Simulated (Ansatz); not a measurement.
Consider FH2NOZn (SMILES [F][Zn-]1[NH2+][O]1).

```xyz
6

F    -0.1675    1.9474   -1.6994
N     2.5621   -0.5213   -2.2861
O     1.3069   -1.2149   -1.9362
Zn    0.5301    0.3834   -1.8084
H     3.2439   -0.8598   -1.6040
H     2.8425   -0.9289   -3.1805
```

Geometry: B3LYP/6-31G*.

All numbers below come from isolated molecule in a Gaussian basis; Kohn-Sham density functional theory, functional PBE0 in Ansatz 0.2.0.

> Predict the electron density and electron localisation function between the atoms.

N–O (1.48 Å): ρ at the midpoint is about 1.8 e/Å³; the ELF peaks at about 0.80 between the atoms, as expected for a shared electron pair.
Zn–F (1.72 Å): the density is about 0.99 e/Å³ at the midpoint; the ELF peaks at about 0.80 in the valence shell of F, 0.5 Å from its nucleus, and is about 0.15 at the midpoint.
Zn–O (1.78 Å): ρ is about 0.92 e/Å³ halfway; the ELF peaks at about 0.85 in the valence shell of O, 0.6 Å from its nucleus, and is about 0.25 at the midpoint.
Zn–N (2.27 Å): ρ is about 0.35 e/Å³ halfway; the ELF is about 0.15 at the midpoint.

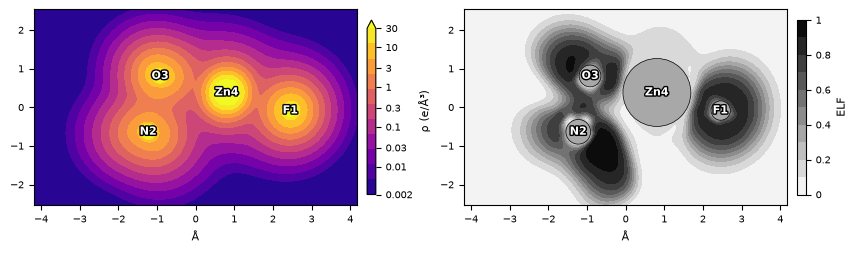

Computed electron density and electron localisation function on the plane of atoms N2, O3 and Zn4, in this order. Grey discs cover the atomic cores in the ELF map. 
